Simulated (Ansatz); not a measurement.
# Relaxing Mg2+ BF4- in dimethyl sulfoxide and 1,3-dioxolane, from a frame at 400 K (73 atoms)

How does Mg2+ BF4- in dimethyl sulfoxide and 1,3-dioxolane, from a frame at 400 K (73 atoms) relax, and what do bonds, charges and levels look like afterwards?

Method: Kohn-Sham DFT, PBE+D4, PAW (set soft_2), plane waves, in Ansatz 0.2.0.

### Step 1. Starting point

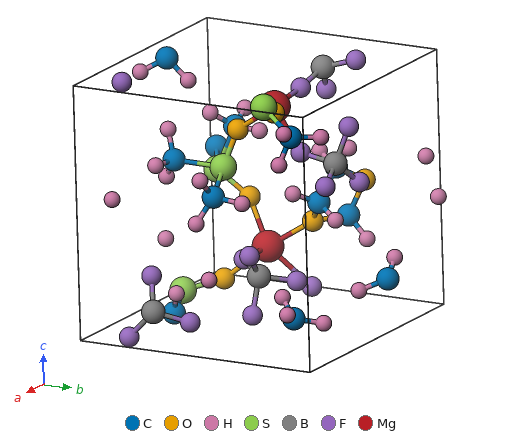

The cell as given, slightly off an axis (carbon blue, oxygen orange, hydrogen pink, sulfur green, boron grey, fluorine purple, magnesium red). Bonds to atoms that aren't drawn are left out. Some periodic images of atoms are drawn too.

The cell holds 73 atoms: 11 C, 6 O, 30 H, 4 S, 4 B, 16 F and 2 Mg. Its edges and angles: a = 9.474 Å, b = 9.474 Å, c = 9.474 Å, α = 90.0°, β = 90.0°, γ = 90.0°. 4 dimethyl sulfoxide, 1 1,3-dioxolane, 2 Mg2+, 4 BF4- placed at random, at 1.53 g/cm³; overlaps pushed apart, then 10 ps at 550 K with stiff harmonic cages for PF6 and BF4 with UFF radii; divalent ions of Li, Roberts, Chakravorty and Merz (J. Chem. Theory Comput. 9, 2733 (2013)); MMFF94 bonds, angles, torsions, charges and radii (Halgren, J. Comput. Chem. 17, 490 (1996)) in harmonic and 12-6 forms; charges of ions scaled by 0.8. Snapshot after 30 ps at 400 K and fixed volume.

Before any run, some limits are plain. The network of contacts between molecules at the start is that of the classical potential that made the cell. The Brillouin zone is sampled at Γ only, in a cell whose shortest periodic width is 9 Å.

### Step 2. Single point at the start

The forces at the start show how far the geometry lies from a minimum of this functional.

Contents of input.yaml:

```yaml
crystal:
  lattice:
    - [9.47375, 0.0, 0.0]
    - [0.0, 9.47375, 0.0]
    - [0.0, 0.0, 9.47375]
  atoms:
    - { symbol: C, position: [0.11961, 0.61783, 0.52324] }
    - { symbol: C, position: [0.23285, 0.60421, 0.41256] }
    - { symbol: O, position: [0.15609, 0.52964, 0.30984] }
    - { symbol: C, position: [0.03186, 0.61303, 0.31013] }
    [... 63 atom lines left out ...]
    - { symbol: F, position: [0.12347, 0.71901, 0.95657] }
    - { symbol: F, position: [0.13171, 0.50276, 0.04283] }
    - { symbol: F, position: [0.28076, 0.56759, 0.87127] }
    - { symbol: F, position: [0.05656, 0.54574, 0.80308] }
    - { symbol: Mg, position: [0.49134, 0.57547, 0.85416] }
    - { symbol: Mg, position: [0.20859, 0.36163, 0.20369] }
kpoints:
  mp_grid: { grid: [1, 1, 1] }
hamiltonian:
  xc: pbe
  dispersion: d4
scf:
  occupations: { method: fixed }
output:
  forces: true
  stress: true
  populations: true
  dos:
    method: { smearing: { sigma: 0.15 } }
    de: 0.1
    projected: { site_lists: { B: [B], C: [C], F: [F], H: [H], Mg: [Mg] } }
  eigenvalues: true
```

The run is started by

```sh
ansatz run input.yaml --threads 4 --pin off --max-ram 8192MiB --backend cpu --events-out ev --progress --plain --runs-dir out
```

Run time: 7.6 s. Hardware: 4 threads of Arm Neoverse V2, shared host; peak memory 0.91 GiB.

The run gave:

| Item | Value |
| --- | --- |
| free energy | -27676.5778 eV |
| free energy per atom | -379.1312 eV/atom |
| SCF cycles | 10 |
| pressure | 2.156 GPa |
| r.m.s. force component | 0.9379 eV/Å |
| longest force | 2.863 eV/Å |
| Fermi energy | 0.05227 eV |
| gap (highest filled to lowest empty level) | 4.328 eV |
| spilling of the projection | 0.01136 |

The r.m.s. force component of 0.94 eV/Å and the pressure of 2.2 GPa set the starting point.

Neighbours are counted within 1.34 Å (H-C), 1.72 Å (F-B), 2.52 Å (F-Mg), 1.85 Å (C-C), 1.73 Å (C-O), 2.21 Å (C-S), 1.93 Å (O-S), 2.52 Å (O-Mg).

Length of the force by element and coordination:

| element | coordination | atoms | mean length of the force (eV/Å) | spread | least | most |
| --- | --- | --- | --- | --- | --- | --- |
| B | all | 4 | 2.17 | 0.479 | 1.44 | 2.67 |
| C | all | 11 | 1.97 | 0.434 | 1.12 | 2.54 |
| F | all | 16 | 1.70 | 0.596 | 0.641 | 2.86 |
| F | 1 | 10 | 1.63 | 0.395 | 1.21 | 2.63 |
| F | 2 | 6 | 1.81 | 0.817 | 0.641 | 2.86 |
| H | all | 30 | 1.04 | 0.551 | 0.0987 | 2.18 |
| Mg | all | 2 | 1.64 | 0.302 | 1.34 | 1.94 |
| Mg | 5 | 1 | 1.34 | 0 | 1.34 | 1.34 |
| Mg | 6 | 1 | 1.94 | 0 | 1.94 | 1.94 |
| O | all | 6 | 1.45 | 0.610 | 0.799 | 2.70 |
| O | 2 | 5 | 1.45 | 0.669 | 0.799 | 2.70 |
| O | 3 | 1 | 1.44 | 0 | 1.44 | 1.44 |
| S | all | 4 | 1.79 | 0.623 | 1.12 | 2.59 |

### Step 3. Cell and atoms relaxed

The cell is relaxed with the atoms, since the starting lattice needn't suit this functional.

input.yaml, the sections that differ from step 2:

```yaml
output:
  forces: true
relax:
  f_tol: 0.03
  max_steps: 200
  cell: {}
# crystal, kpoints, hamiltonian, scf: as in step 2
```

Wall time 5.4 min (4 threads); peak memory 0.87 GiB.

Relaxation path (22 of 65):

| step | energy less that of the first step (eV) | largest force component (eV/Å) | pressure (GPa) | volume (Å³) |
| --- | --- | --- | --- | --- |
| 1 | 0.0000 | 2.5881 | 2.16 | 850.29 |
| 4 | -5.1074 | 0.4360 | -0.37 | 876.43 |
| 7 | -5.5912 | 0.1668 | -0.02 | 859.44 |
| 10 | -5.7820 | 0.1492 | -0.26 | 847.41 |
| 13 | -5.8443 | 0.8050 | 0.31 | 837.63 |
| 16 | -5.9726 | 0.2907 | -0.18 | 838.76 |
| 19 | -6.0271 | 0.3140 | -0.51 | 835.71 |
| 22 | -6.1081 | 0.2656 | -0.36 | 829.87 |
| 25 | -6.1686 | 0.1327 | -0.10 | 825.13 |
| 28 | -6.2168 | 0.2346 | -0.32 | 820.99 |
| 31 | -6.2469 | 0.1447 | -0.15 | 820.12 |
| 35 | -6.2643 | 0.1706 | -0.11 | 819.73 |
| 38 | -6.3019 | 0.1900 | 0.00 | 812.58 |
| 41 | -6.3227 | 0.1135 | -0.07 | 814.44 |
| 44 | -6.3539 | 0.0548 | -0.03 | 811.72 |
| 47 | -6.3625 | 0.0846 | -0.06 | 812.03 |
| 50 | -6.3658 | 0.2041 | -0.08 | 812.62 |
| 53 | -6.3701 | 0.1215 | -0.05 | 812.38 |
| 56 | -6.3398 | 0.1839 | 0.24 | 796.77 |
| 59 | -6.3746 | 0.0242 | 0.00 | 804.71 |
| 62 | -6.3724 | 0.0258 | 0.00 | 804.16 |
| 65 | -6.3751 | 0.0272 | 0.00 | 804.52 |

Relaxation steps 33, 45, 56 were tried and not accepted.

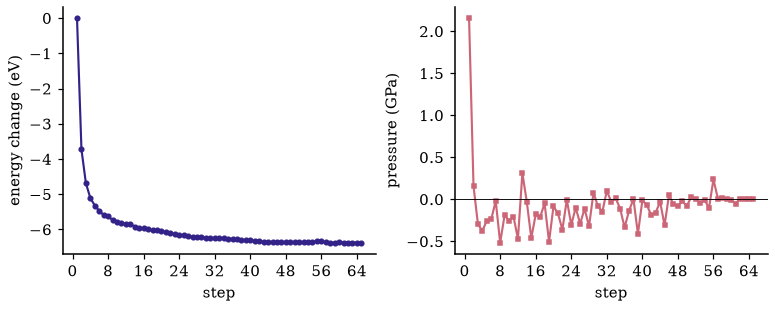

Energy and pressure along the relaxation.

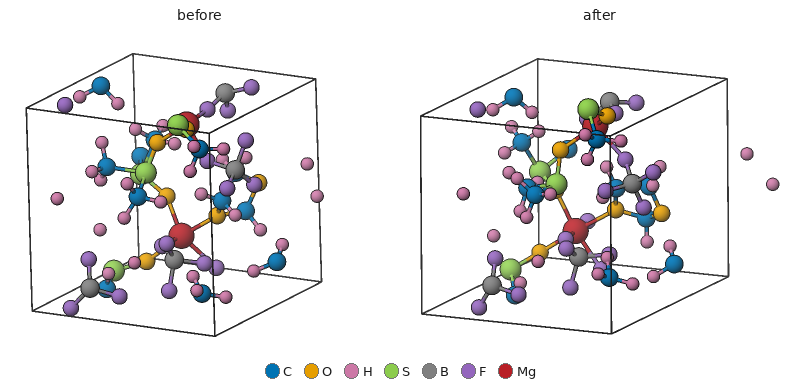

The structure before and after the relaxation, drawn at the same scale. Bonds to atoms that aren't drawn are left out.

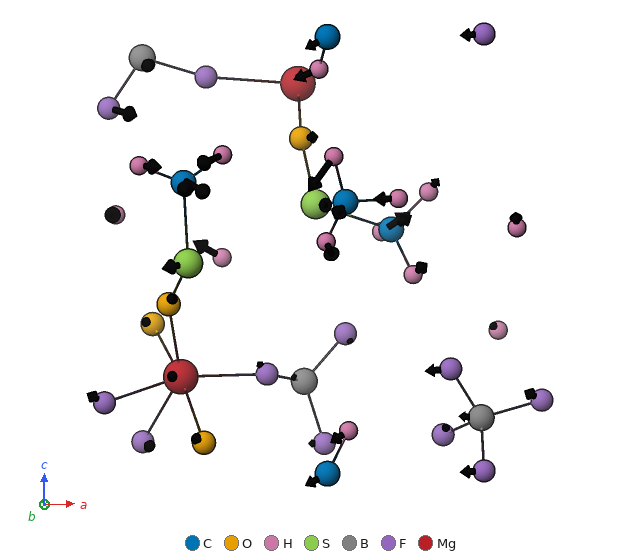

Displacements in the relaxation, scaled, measured against the changing cell; the longest in the cell stands for 3.41 Å. Drawn is a slice 5 Å thick, seen along the normal of the ac plane. Bonds to atoms that aren't drawn are left out.

| cell as run | before | after | change |
| --- | --- | --- | --- |
| a (Å) | 9.474 | 9.340 | -1.4 % |
| b (Å) | 9.474 | 9.487 | +0.1 % |
| c (Å) | 9.474 | 9.178 | -3.1 % |
| α (°) | 90.00 | 88.95 | -1.2 % |
| β (°) | 90.00 | 93.23 | +3.6 % |
| γ (°) | 90.00 | 97.77 | +8.6 % |
| volume (Å³/atom) | 11.65 | 11.02 | -5.4 % |

The atoms that moved most (Å, as changes of fractional coordinates times the final cell):

| atom | dx | dy | dz | length |
| --- | --- | --- | --- | --- |
| H29 | 0.984 | -3.237 | -0.463 | 3.415 |
| H31 | -1.377 | -2.131 | -0.342 | 2.561 |
| H38 | -1.155 | 1.179 | -1.808 | 2.448 |
| F55 | 1.734 | 1.100 | -0.849 | 2.222 |
| F71 | 1.186 | -1.779 | -0.218 | 2.149 |
| H28 | -1.364 | 1.637 | 0.249 | 2.145 |
| F68 | -0.665 | -1.626 | -1.035 | 2.039 |
| C24 | -0.035 | -1.874 | -0.231 | 1.888 |

The relaxation changed the energy by -87.3 meV/atom, and atoms moved by 1.3 Å r.m.s., 3.4 Å at most.

### Step 4. Local order after relaxation

Bonds before and after, by the cutoffs listed below:

| pair | bonds before | bonds after | mean before (Å) | mean after (Å) | spread before (Å) | spread after (Å) |
| --- | --- | --- | --- | --- | --- | --- |
| H-C | 30 | 30 | 1.104 | 1.096 | 0.035 | 0.002 |
| F-B | 16 | 16 | 1.411 | 1.417 | 0.038 | 0.038 |
| F-Mg | 6 | 6 | 1.982 | 2.023 | 0.090 | 0.029 |
| C-C | 1 | 1 | 1.506 | 1.529 | 0.000 | 0.000 |
| C-O | 4 | 4 | 1.418 | 1.434 | 0.024 | 0.020 |
| C-S | 8 | 8 | 1.827 | 1.797 | 0.037 | 0.004 |
| O-S | 4 | 4 | 1.509 | 1.538 | 0.014 | 0.007 |
| O-Mg | 5 | 5 | 1.942 | 2.022 | 0.089 | 0.067 |

Density 1.61 g/cm³, 11.02 Å³ an atom.

Pair distribution functions g(r), in bins of 0.2 Å:

| r (Å) | total | H-H | H-F | H-C | H-O | H-B | H-S |
| --- | --- | --- | --- | --- | --- | --- | --- |
| 1.00 | 2.91 | 0.00 | 0.00 | 23.50 | 0.00 | 0.00 | 0.00 |
| 1.20 | 0.19 | 0.00 | 0.00 | 1.53 | 0.00 | 0.00 | 0.00 |
| 1.40 | 1.20 | 0.00 | 0.00 | 0.00 | 0.00 | 0.00 | 0.00 |
| 1.60 | 0.26 | 0.00 | 0.00 | 0.00 | 0.00 | 0.00 | 0.00 |
| 1.80 | 1.29 | 5.89 | 0.00 | 0.00 | 0.00 | 0.00 | 0.00 |
| 2.00 | 0.52 | 0.00 | 0.00 | 0.00 | 3.31 | 0.00 | 0.00 |
| 2.20 | 0.27 | 0.14 | 0.14 | 0.81 | 0.00 | 0.00 | 0.00 |
| 2.40 | 1.43 | 0.73 | 1.14 | 0.00 | 0.61 | 0.00 | 11.35 |
| 2.60 | 0.65 | 1.17 | 1.36 | 0.27 | 0.51 | 0.00 | 0.00 |
| 2.80 | 1.08 | 0.90 | 1.53 | 1.33 | 2.89 | 0.33 | 0.32 |
| 3.00 | 0.77 | 0.94 | 0.51 | 1.31 | 1.66 | 1.49 | 0.88 |
| 3.20 | 1.10 | 1.48 | 0.58 | 1.32 | 0.68 | 1.31 | 0.52 |
| 3.40 | 0.73 | 0.61 | 0.57 | 0.99 | 0.30 | 1.38 | 0.68 |
| 3.60 | 1.09 | 0.83 | 1.03 | 1.62 | 1.95 | 1.23 | 0.61 |
| 3.80 | 1.12 | 1.47 | 1.11 | 1.07 | 0.36 | 1.31 | 0.56 |
| 4.00 | 1.11 | 1.12 | 1.39 | 0.67 | 1.23 | 1.49 | 0.66 |
| 4.20 | 1.08 | 0.81 | 1.36 | 0.66 | 0.81 | 1.03 | 0.44 |
| 4.40 | 0.97 | 0.77 | 1.31 | 0.75 | 0.91 | 1.25 | 0.68 |

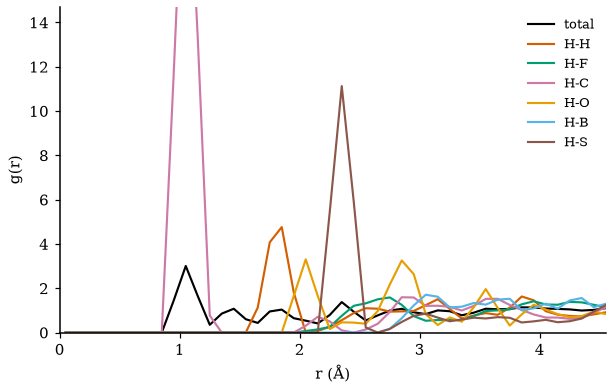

Pair distribution functions, lightly smoothed, with peaks cut at 14.

Bonds by pair of elements; cutoffs follow the first minimum of g(r), held within bounds set by covalent radii, and pairs that aren't listed don't count as bonded:

| pair A-B | cutoff (Å) | bonds | mean length (Å) | spread (Å) | shortest (Å) | B about A | A about B |
| --- | --- | --- | --- | --- | --- | --- | --- |
| H-C | 1.34 | 30 | 1.10 | 0.002 | 1.09 | 1 | 2.73 |
| F-B | 1.72 | 16 | 1.42 | 0.038 | 1.38 | 1 | 4 |
| F-Mg | 2.48 | 6 | 2.02 | 0.029 | 1.99 | 0.375 | 3 |
| C-C | 1.85 | 1 | 1.53 | 0 | 1.53 | 0.182 | 0.182 |
| C-O | 1.73 | 4 | 1.43 | 0.02 | 1.40 | 0.364 | 0.667 |
| C-S | 2.21 | 8 | 1.80 | 0.004 | 1.79 | 0.727 | 2 |
| O-S | 1.93 | 4 | 1.54 | 0.007 | 1.53 | 0.667 | 1 |
| O-Mg | 2.52 | 5 | 2.02 | 0.067 | 1.95 | 0.833 | 2.5 |

How many atoms have how many bonded neighbours:

| element | mean | 1 | 2 | 3 | 4 | 5 | 6 |
| --- | --- | --- | --- | --- | --- | --- | --- |
| B | 4 | 0 | 0 | 0 | 4 | 0 | 0 |
| C | 4 | 0 | 0 | 0 | 11 | 0 | 0 |
| F | 1.38 | 10 | 6 | 0 | 0 | 0 | 0 |
| H | 1 | 30 | 0 | 0 | 0 | 0 | 0 |
| Mg | 5.5 | 0 | 0 | 0 | 0 | 1 | 1 |
| O | 2.17 | 0 | 5 | 1 | 0 | 0 | 0 |
| S | 3 | 0 | 0 | 4 | 0 | 0 | 0 |

Bond angles, per cent of each kind in bins of 5°:

| angle (°) | H-C-H | F-B-F | H-C-S | F-Mg-O |
| --- | --- | --- | --- | --- |
| 80–85 | 0.0 | 0.0 | 0.0 | 6.7 |
| 85–90 | 0.0 | 0.0 | 0.0 | 40.0 |
| 90–95 | 0.0 | 0.0 | 0.0 | 20.0 |
| 95–100 | 0.0 | 0.0 | 0.0 | 13.3 |
| 100–105 | 0.0 | 0.0 | 0.0 | 0.0 |
| 105–110 | 14.8 | 62.5 | 100.0 | 6.7 |
| 110–115 | 85.2 | 37.5 | 0.0 | 0.0 |
| 115–120 | 0.0 | 0.0 | 0.0 | 0.0 |
| 120–125 | 0.0 | 0.0 | 0.0 | 0.0 |
| 125–130 | 0.0 | 0.0 | 0.0 | 6.7 |
| 130–135 | 0.0 | 0.0 | 0.0 | 0.0 |
| 135–140 | 0.0 | 0.0 | 0.0 | 0.0 |
| 140–145 | 0.0 | 0.0 | 0.0 | 0.0 |
| 145–150 | 0.0 | 0.0 | 0.0 | 0.0 |
| 150–155 | 0.0 | 0.0 | 0.0 | 0.0 |
| 155–160 | 0.0 | 0.0 | 0.0 | 0.0 |
| 160–165 | 0.0 | 0.0 | 0.0 | 0.0 |
| 165–170 | 0.0 | 0.0 | 0.0 | 0.0 |
| 170–175 | 0.0 | 0.0 | 0.0 | 6.7 |

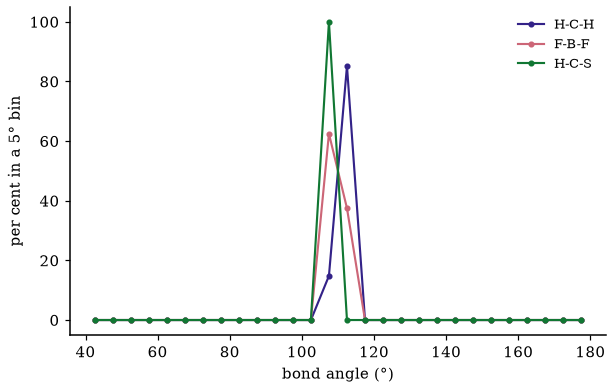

Distributions of the most common bond angles.

Bond angles (no mean is given where the spread exceeds 20°):

| angle | count | mean (°) | spread (°) |
| --- | --- | --- | --- |
| H-C-H | 27 | 111 | 0.8 |
| F-B-F | 24 | 109 | 2.4 |
| H-C-S | 24 | 108 | 1.1 |
| F-Mg-O | 15 | - | - |
| C-S-O | 8 | 105 | 1.5 |

Bond length by coordination (bonds to H left out):

| element | coordination | atoms | mean bond length (Å) |
| --- | --- | --- | --- |
| F | 1 | 10 | 1.39 |
| F | 2 | 6 | 1.74 |
| Mg | 5 | 1 | 1.99 |
| Mg | 6 | 1 | 2.05 |
| O | 2 | 5 | 1.70 |
| O | 3 | 1 | 1.68 |

Rings of the network by King's shortest-path rule, up to 12 atoms, one path for each pair of neighbours; H, halogens, alkali and alkaline-earth atoms are left out, and the last column divides by all other atoms, bonded or not:

| ring size (atoms) | rings | per network atom |
| --- | --- | --- |
| 5 | 1 | 0.04 |

By these cutoffs all B atoms have 4, all C atoms have 4, 62 % of F atoms have 1 and all H atoms have 1 bonded neighbour. The H-C-H angle averages 111° with a spread of 0.8°. All rings counted have 5 atoms.

(Continued in part 2 of 2.)

[Logs are printed without paths, hosts, clocks, repeated set-up lines and the standing remarks that a program may print on its own settings, such as how far it seeks lower states.]

[Hosts, paths, dates, database ids (printed as entryN), source tags and the programs' standing remarks are cut or masked in the printed files.]

[The MMFF94 radii named for the starting cell were scaled by 0.96; in molecules described by MMFF94, hydrogen bound to N, O or S took a small fixed 12-6 site in their place.]
